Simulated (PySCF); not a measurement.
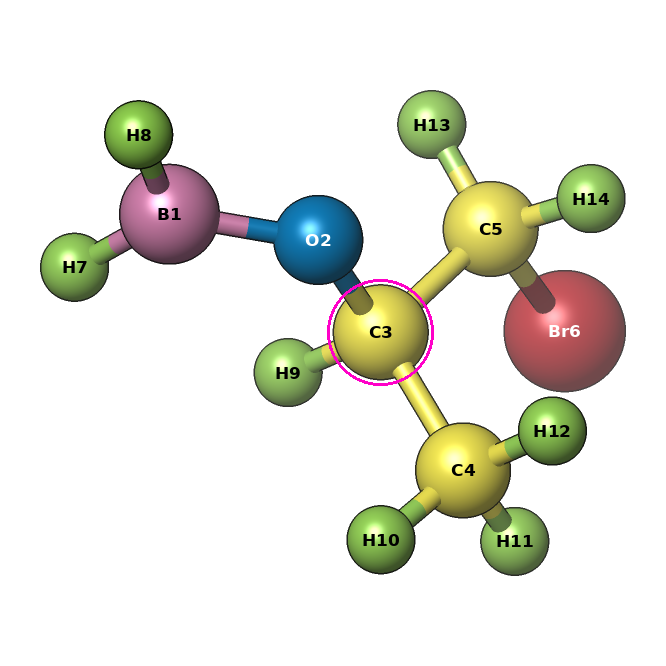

Depth is shown by fading: the farther an atom, the more it takes the colour of the background. Circles mark the stereogenic atoms. The computed structure is the end point of a GFN2-xTB optimisation. No frequency run is at hand to confirm it as a minimum.

What are the Cahn–Ingold–Prelog descriptors?

C3: R (priorities O2 > C5 > C4 > H9).

Give a SMILES with the stereochemistry.

BO[C@H](C)CBr
